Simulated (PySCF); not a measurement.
# C₆H₁₄Si₄: excited-state calculation

- system: C₆H₁₄Si₄, SMILES c1ccccc1[Si]([SiH3])([SiH3])[SiH3]
- method: TDDFT (PBE0)/def2-TZVPD, RKS (PySCF 2.14.0)

The geometry: force field.

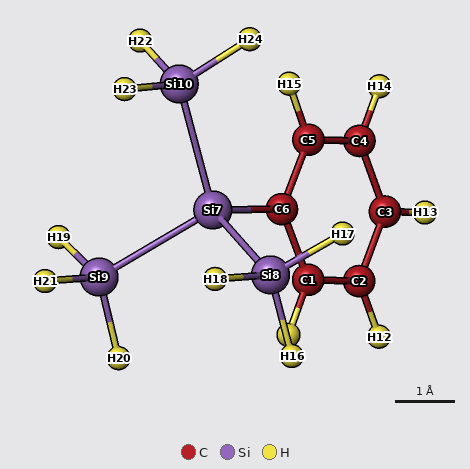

Figure 1. The input geometry (ball-and-stick view, seen at a tilt; atoms are numbered from 1 in the order of the input).

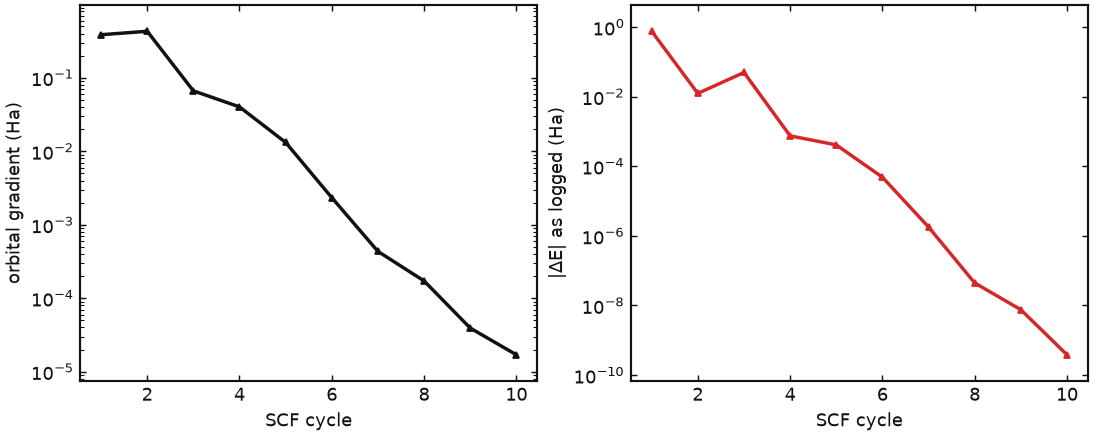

Figure 2. Convergence of the self-consistent field: orbital gradient and size of the energy change against the SCF cycle. The residual falls almost steadily, with no more than small rises.

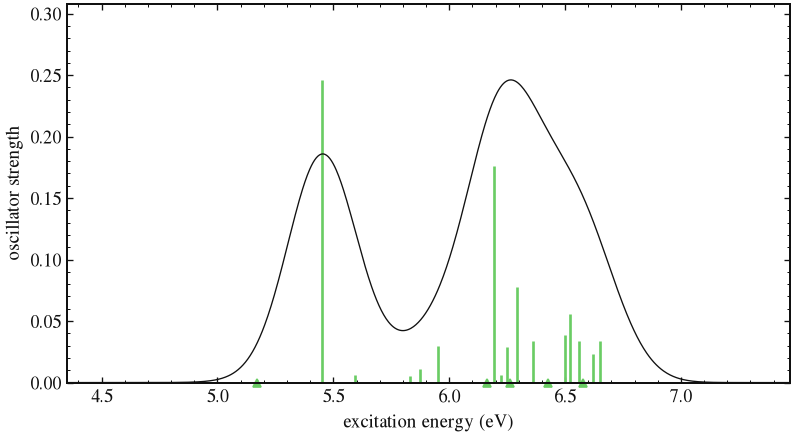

Figure 3. Computed excitations as sticks (degenerate states added up, dark ones marked on the axis), with a Gaussian envelope of 0.35 eV full width at half maximum, scaled to the tallest. Of the 20 states the lowest lies at 5.17 eV (f = 0.002); the strongest line is at 5.45 eV, or 227 nm (f = 0.246).

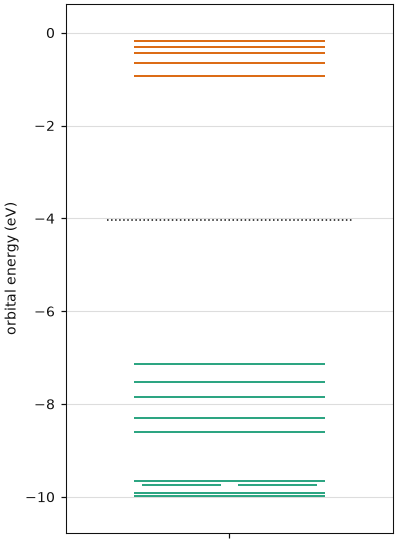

Figure 4. Orbital energies near the frontier; the dotted line parts filled from empty levels, and levels within 0.02 eV of each other stand side by side. Highest filled −7.13 eV, lowest empty −0.93 eV, 6.20 eV apart.

The input that produced these results follows, with the program's output.

### The input (input.py)
```python
from pyscf import gto, dft, tdscf

system = gto.Mole()
system.atom = '''
C    1.439580   0.378472  -1.124906
C    2.831979   0.379294  -1.160030
C    3.558632  -0.016266  -0.037137
C    2.887072  -0.411662   1.118182
C    1.493216  -0.411584   1.150741
C    0.746790  -0.016991   0.031095
Si  -1.142071  -0.003622   0.036903
Si  -1.943118  -1.421798  -1.650136
Si  -1.913811   2.165902  -0.406494
Si  -2.014439  -0.709457   2.093581
H    0.883900   0.691686  -2.014471
H    3.353271   0.690338  -2.068701
H    4.650992  -0.016105  -0.063293
H    3.450949  -0.722604   2.001041
H    0.985274  -0.725594   2.067628
H   -1.415311  -0.985911  -2.981486
H   -1.509250  -2.831653  -1.402526
H   -3.438146  -1.377752  -1.695688
H   -1.460756   3.113538   0.658387
H   -1.385585   2.639845  -1.724607
H   -3.409066   2.181328  -0.462093
H   -1.562328   0.187105   3.203349
H   -3.507819  -0.673502   2.025407
H   -1.581277  -2.107076   2.407982
'''
system.basis = 'def2-tzvpd'
system.verbose = 4
system.max_memory = 12400
system.build()

mf = dft.RKS(system, xc='pbe0')
mf.grids.level = 4
mf.conv_tol = 1e-09
mf.kernel()

e_final = mf.e_tot
print('Final energy', e_final)

td = tdscf.TDDFT(mf)
td.nstates = 20
td.kernel()
td.analyze()
roots = td.e * 27.211386
osc = td.oscillator_strength()
print('state   eV      nm      f')
for i, (w, f) in enumerate(zip(roots, osc), 1):
    print('%3d %9.4f %8.1f %9.5f' % (i, w, 1239.842 / w, f))
```

Launched with:
```bash
OMP_NUM_THREADS=8 python input.py
```

### The program's output
```
PySCF version 2.14.0

[INPUT] num. atoms = 24
[INPUT] num. electrons = 106
[INPUT] charge = 0
[INPUT] spin (= nelec alpha-beta = 2S) = 0
[INPUT] symmetry False subgroup None
[INPUT] Mole.unit = angstrom
[INPUT] Symbol           X                Y                Z      unit          X                Y                Z       unit  Magmom
[INPUT]  1 C      1.439580000000   0.378472000000  -1.124906000000 AA    2.720411934401   0.715208425816  -2.125764255880 Bohr   0.0
[INPUT]  2 C      2.831979000000   0.379294000000  -1.160030000000 AA    5.351664700520   0.716761780691  -2.192138996279 Bohr   0.0
[INPUT]  3 C      3.558632000000  -0.016266000000  -0.037137000000 AA    6.724839858113  -0.030738285142  -0.070178759088 Bohr   0.0
[INPUT]  4 C      2.887072000000  -0.411662000000   1.118182000000 AA    5.455775381900  -0.777928435891   2.113057737418 Bohr   0.0
[INPUT]  5 C      1.493216000000  -0.411584000000   1.150741000000 AA    2.821769284819  -0.777781037253   2.174585330308 Bohr   0.0
[INPUT]  6 C      0.746790000000  -0.016991000000   0.031095000000 AA    1.411228572564  -0.032108336582   0.058761033843 Bohr   0.0
[INPUT]  7 Si    -1.142071000000  -0.003622000000   0.036903000000 AA   -2.158201404808  -0.006844588023   0.069736563175 Bohr   0.0
[INPUT]  8 Si    -1.943118000000  -1.421798000000  -1.650136000000 AA   -3.671960847713  -2.686808824454  -3.118305108285 Bohr   0.0
[INPUT]  9 Si    -1.913811000000   2.165902000000  -0.406494000000 AA   -3.616578644180   4.092961592648  -0.768162331279 Bohr   0.0
[INPUT] 10 Si    -2.014439000000  -0.709457000000   2.093581000000 AA   -3.806738004643  -1.340679427156   3.956294709593 Bohr   0.0
[INPUT] 11 H      0.883900000000   0.691686000000  -2.014471000000 AA    1.670328921503   1.307097104196  -3.806798475879 Bohr   0.0
[INPUT] 12 H      3.353271000000   0.690338000000  -2.068701000000 AA    6.336763811446   1.304549753380  -3.909278323614 Bohr   0.0
[INPUT] 13 H      4.650992000000  -0.016105000000  -0.063293000000 AA    8.789101087543  -0.030434039236  -0.119606435602 Bohr   0.0
[INPUT] 14 H      3.450949000000  -0.722604000000   2.001041000000 AA    6.521348479842  -1.365523656515   3.781419454026 Bohr   0.0
[INPUT] 15 H      0.985274000000  -0.725594000000   2.067628000000 AA    1.861898017655  -1.371173937628   3.907250647482 Bohr   0.0
[INPUT] 16 H     -1.415311000000  -0.985911000000  -2.981486000000 AA   -2.674550171084  -1.863101773196  -5.634191984225 Bohr   0.0
[INPUT] 17 H     -1.509250000000  -2.831653000000  -1.402526000000 AA   -2.852069153500  -5.351048649803  -2.650390022582 Bohr   0.0
[INPUT] 18 H     -3.438146000000  -1.377752000000  -1.695688000000 AA   -6.497154316269  -2.603573947572  -3.204385912711 Bohr   0.0
[INPUT] 19 H     -1.460756000000   3.113538000000   0.658387000000 AA   -2.760428774815   5.883734098426   1.244171113974 Bohr   0.0
[INPUT] 20 H     -1.385585000000   2.639845000000  -1.724607000000 AA   -2.618376172305   4.988584061302  -3.259034902508 Bohr   0.0
[INPUT] 21 H     -3.409066000000   2.181328000000  -0.462093000000 AA   -6.442201080567   4.122112507845  -0.873229214079 Bohr   0.0
[INPUT] 22 H     -1.562328000000   0.187105000000   3.203349000000 AA   -2.952372036739   0.353577206537   6.053452291399 Bohr   0.0
[INPUT] 23 H     -3.507819000000  -0.673502000000   2.025407000000 AA   -6.628817204546  -1.272734324347   3.827464520777 Bohr   0.0
[INPUT] 24 H     -1.581277000000  -2.107076000000   2.407982000000 AA   -2.988180457074  -3.981796563644   4.550426492882 Bohr   0.0

nuclear repulsion = 836.67088525622
number of shells = 208
number of NR pGTOs = 742
number of NR cGTOs = 520
basis = def2-tzvpd
ecp = {}

******** <class 'pyscf.dft.rks.RKS'> ********
method = RKS
initial guess = minao
damping factor = 0
level_shift factor = 0
DIIS = <class 'pyscf.scf.diis.CDIIS'>
diis_start_cycle = 1
diis_space = 8
diis_damp = 0
SCF conv_tol = 1e-09
SCF conv_tol_grad = None
SCF max_cycles = 50
direct_scf = True
direct_scf_tol = 1e-13
XC library pyscf.dft.libxc version 7.0.0
    S. Lehtola, C. Steigemann, M. J.T. Oliveira, and M. A.L. Marques.,  SoftwareX 7, 1–5 (2018)
XC functionals = pbe0
radial grids:
    Treutler-Ahlrichs [JCP 102, 346 (1995); DOI:10.1063/1.469408] (M4) radial grids

becke partition: Becke, JCP 88, 2547 (1988); DOI:10.1063/1.454033
pruning grids: <function nwchem_prune>
grids dens level: 4
symmetrized grids: False
atomic radii adjust function: <function treutler_atomic_radii_adjust>
small_rho_cutoff = 0
Set gradient conv threshold to 3.16228e-05
Initial guess from minao.
tot grids = 507232
init E= -1395.08728712624

WARN: 2 small eigenvectors of overlap matrix removed because of linear dependency between AOs.

  HOMO = -0.277712280542638  LUMO = -0.0995379360299208  gap/eV = 4.84837
cycle= 1 E= -1394.33238649875  delta_E= 0.755  |g|= 0.386  |ddm|= 7.31
  HOMO = -0.215398231786501  LUMO = -0.0154877252018994  gap/eV = 5.43984
cycle= 2 E= -1394.31999220889  delta_E= 0.0124  |g|= 0.43  |ddm|= 1.58
  HOMO = -0.263535750009742  LUMO = -0.0383871401221337  gap/eV = 6.12661
cycle= 3 E= -1394.36941471589  delta_E= -0.0494  |g|= 0.0665  |ddm|= 0.993
  HOMO = -0.261804592626866  LUMO = -0.0343371850361474  gap/eV = 6.18970
cycle= 4 E= -1394.37016165971  delta_E= -0.000747  |g|= 0.0402  |ddm|= 0.142
  HOMO = -0.262354130706655  LUMO = -0.0346022035893027  gap/eV = 6.19745
cycle= 5 E= -1394.37057292419  delta_E= -0.000411  |g|= 0.0132  |ddm|= 0.073
  HOMO = -0.261874055258592  LUMO = -0.0342398139188353  gap/eV = 6.19424
cycle= 6 E= -1394.37062147407  delta_E= -4.85e-05  |g|= 0.00234  |ddm|= 0.0278
  HOMO = -0.262027366388393  LUMO = -0.0343225700778882  gap/eV = 6.19616
cycle= 7 E= -1394.37062326584  delta_E= -1.79e-06  |g|= 0.000434  |ddm|= 0.00554
  HOMO = -0.262014255245004  LUMO = -0.0343157586225577  gap/eV = 6.19599
cycle= 8 E= -1394.37062331037  delta_E= -4.45e-08  |g|= 0.000172  |ddm|= 0.00127
  HOMO = -0.262005336234721  LUMO = -0.0343086965332822  gap/eV = 6.19594
cycle= 9 E= -1394.37062331793  delta_E= -7.56e-09  |g|= 3.93e-05  |ddm|= 0.000323
  HOMO = -0.26200775690791  LUMO = -0.034309296193873  gap/eV = 6.19599
cycle= 10 E= -1394.37062331832  delta_E= -3.84e-10  |g|= 1.7e-05  |ddm|= 0.000119
  HOMO = -0.262007106789664  LUMO = -0.034308287932296  gap/eV = 6.19600
Extra cycle  E= -1394.37062331813  delta_E= 1.91e-10  |g|= 3.1e-05  |ddm|= 6.69e-05
converged SCF energy = -1394.37062331813
Final energy -1394.3706233181274

******** <class 'pyscf.tdscf.rks.TDDFT'> for <class 'pyscf.dft.rks.RKS'> ********
nstates = 20 singlet
deg_eia_thresh = 1.000e-03
wfnsym = None
conv_tol = 1e-05
eigh lindep = 1e-12
eigh level_shift = 0
eigh max_cycle = 100

Excitation energies (eV)
[5.16844397 5.45162916 5.59399171 5.83040326 5.87539203 5.95010526
 6.16238763 6.19551631 6.22399181 6.24990418 6.26063236 6.29381214
 6.36137363 6.42820391 6.49877246 6.52011299 6.55896903 6.57648428
 6.62263863 6.65185424]

** Singlet excitation energies and oscillator strengths **
      52 -> 54       -0.45934
      53 -> 55       -0.50250
      52 -> 55        0.17036
      53 -> 54       -0.66789
      53 -> 56        0.68765
      51 -> 54       -0.37582
      53 -> 57       -0.57443
      50 -> 55        0.15070
      52 -> 54       -0.26651
      53 -> 55        0.37135
      53 -> 58        0.49100
      51 -> 54        0.58280
      51 -> 55        0.13677
      53 -> 57       -0.34494
      52 -> 56       -0.67502
      52 -> 57       -0.13518
      52 -> 59       -0.12326
      50 -> 54       -0.26439
      51 -> 56       -0.24347
      52 -> 54        0.24886
      52 -> 55       -0.45215
      52 -> 58       -0.11043
      53 -> 55       -0.17136
      53 -> 58        0.19195
      49 -> 54       -0.30325
      51 -> 55       -0.58898
      51 -> 58       -0.12690
      53 -> 59       -0.11170
      50 -> 54        0.20168
      51 -> 56       -0.46394
      51 -> 57       -0.26734
      52 -> 54        0.12168
      52 -> 55        0.30584
      53 -> 55       -0.11577
      53 -> 58        0.15476
      49 -> 54        0.21010
      53 -> 59       -0.64793
      53 -> 60       -0.13601
      50 -> 54        0.19058
      50 -> 55       -0.20917
      51 -> 56        0.27791
      51 -> 57        0.27037
      52 -> 54        0.22699
      52 -> 55        0.14209
      53 -> 55       -0.20275
      53 -> 58        0.37208
      49 -> 54       -0.56574
      51 -> 55        0.30803
      53 -> 57        0.10306
      53 -> 59       -0.18657
      52 -> 56       -0.14969
      52 -> 57        0.68308
      50 -> 54        0.20492
      50 -> 55       -0.12012
      51 -> 56        0.25257
      51 -> 57       -0.50180
      52 -> 55       -0.15227
      52 -> 58       -0.24640
      49 -> 55       -0.10921
      53 -> 59       -0.11335
      53 -> 60        0.65869
      50 -> 54        0.30141
      50 -> 55        0.23779
      51 -> 56       -0.13616
      51 -> 57        0.22621
      52 -> 58       -0.49216
      53 -> 58       -0.12976
      49 -> 55       -0.67071
      53 -> 60       -0.11476
      50 -> 56        0.17384
      50 -> 57        0.13564
      51 -> 55        0.14490
      51 -> 58       -0.60438
      53 -> 61        0.15475
      50 -> 57        0.10917
      51 -> 58       -0.11190
      53 -> 61       -0.63756
      53 -> 64        0.12067

** Transition electric dipole moments (AU) **
state          X           Y           Z        Dip. S.      Osc.
  1        -0.0632      0.0343     -0.0973      0.0146      0.0019
  2         1.3501     -0.0557      0.1290      1.8426      0.2461
  3         0.0021      0.1975      0.0686      0.0437      0.0060
  4        -0.0019     -0.1873     -0.0652      0.0394      0.0056
  5        -0.2725      0.0206     -0.0525      0.0774      0.0111
  6        -0.0036     -0.4255     -0.1475      0.2028      0.0296
  7        -0.0006      0.0130      0.0043      0.0002      0.0000
  8         1.0565     -0.0767      0.1966      1.1608      0.1762
  9        -0.0009     -0.1896     -0.0656      0.0403      0.0061
 10        -0.4269      0.0297     -0.0761      0.1889      0.0289
 11         0.0008      0.0831      0.0289      0.0077      0.0012
 12         0.1683     -0.2272      0.6507      0.5034      0.0776
 13         0.0038      0.4377      0.1521      0.2147      0.0335
 14         0.0000     -0.0188     -0.0062      0.0004      0.0001
 15         0.3018     -0.1301      0.3671      0.2427      0.0386
 16         0.0047      0.5583      0.1938      0.3493      0.0558
 17         0.2130      0.1314     -0.3836      0.2098      0.0337
 18        -0.0000     -0.0103     -0.0037      0.0001      0.0000
 19        -0.0027     -0.3558     -0.1238      0.1419      0.0230
 20        -0.0034     -0.4285     -0.1486      0.2057      0.0335

** Transition velocity dipole moments (imaginary part, AU) **
state          X           Y           Z        Dip. S.      Osc.
  1        -0.0120      0.0066     -0.0188      0.0005      0.0019
  2         0.2706     -0.0112      0.0261      0.0740      0.2463
  3         0.0004      0.0411      0.0143      0.0019      0.0061
  4        -0.0004     -0.0408     -0.0142      0.0019      0.0058
  5        -0.0589      0.0041     -0.0104      0.0036      0.0111
  6        -0.0008     -0.0936     -0.0324      0.0098      0.0299
  7        -0.0001      0.0028      0.0009      0.0000      0.0000
  8         0.2405     -0.0173      0.0444      0.0601      0.1760
  9        -0.0002     -0.0441     -0.0153      0.0022      0.0064
 10        -0.0981      0.0070     -0.0180      0.0100      0.0290
 11         0.0002      0.0183      0.0064      0.0004      0.0011
 12         0.0388     -0.0525      0.1503      0.0269      0.0774
 13         0.0009      0.1026      0.0357      0.0118      0.0337
 14         0.0000     -0.0043     -0.0014      0.0000      0.0001
 15         0.0723     -0.0316      0.0890      0.0141      0.0395
 16         0.0011      0.1332      0.0462      0.0199      0.0553
 17         0.0514      0.0319     -0.0932      0.0124      0.0342
 18        -0.0000     -0.0021     -0.0008      0.0000      0.0000
 19        -0.0007     -0.0877     -0.0305      0.0086      0.0236
 20        -0.0008     -0.1048     -0.0363      0.0123      0.0336

** Transition magnetic dipole moments (imaginary part, AU) **
state          X           Y           Z
  1         0.0020      0.2567      0.0891
  2        -0.0028     -0.3398     -0.1181
  3         0.0976     -0.1752      0.5019
  4         0.2714      0.1062     -0.3160
  5        -0.0075     -0.9146     -0.3170
  6         0.1694      0.0619     -0.1834
  7        -0.3734      0.0138     -0.0343
  8         0.0063      0.7885      0.2736
  9        -0.2829     -0.0025      0.0121
 10         0.0091      1.1751      0.4078
 11        -0.0549     -0.0623      0.1789
 12         0.0054      0.6672      0.2314
 13         0.1162     -0.1046      0.2981
 14         0.2557     -0.0093      0.0209
 15        -0.0075     -0.8725     -0.3030
 16         0.0245     -0.2088      0.6007
 17         0.0024      0.2563      0.0890
 18         0.0273      0.0200     -0.0580
 19        -0.1550      0.1134     -0.3220
 20         0.1513      0.0932     -0.2729
state   eV      nm      f
  1    5.1684    239.9   0.00185
  2    5.4516    227.4   0.24610
  3    5.5940    221.6   0.00599
  4    5.8304    212.7   0.00562
  5    5.8754    211.0   0.01114
  6    5.9501    208.4   0.02957
  7    6.1624    201.2   0.00003
  8    6.1955    200.1   0.17619
  9    6.2240    199.2   0.00614
 10    6.2499    198.4   0.02893
 11    6.2606    198.0   0.00119
 12    6.2938    197.0   0.07761
 13    6.3614    194.9   0.03347
 14    6.4282    192.9   0.00006
 15    6.4988    190.8   0.03865
 16    6.5201    190.2   0.05580
 17    6.5590    189.0   0.03371
 18    6.5765    188.5   0.00002
 19    6.6226    187.2   0.02303
 20    6.6519    186.4   0.03353
```

### Key numbers

| quantity | value |
| --- | --- |
| outcome | converged |
| total energy | −1394.370623 hartree |
| basis functions | 520 |
| HOMO | −7.13 eV |
| LUMO | −0.93 eV |
| dipole moment | 1.23 D |
| lowest excitation | 5.17 eV |
| hardware | 8 threads of Arm Neoverse V2, 24 GiB of memory available, shared host |
| wall time | 2 h (CPU time 16 h) |
| peak memory | 2.9 GiB |
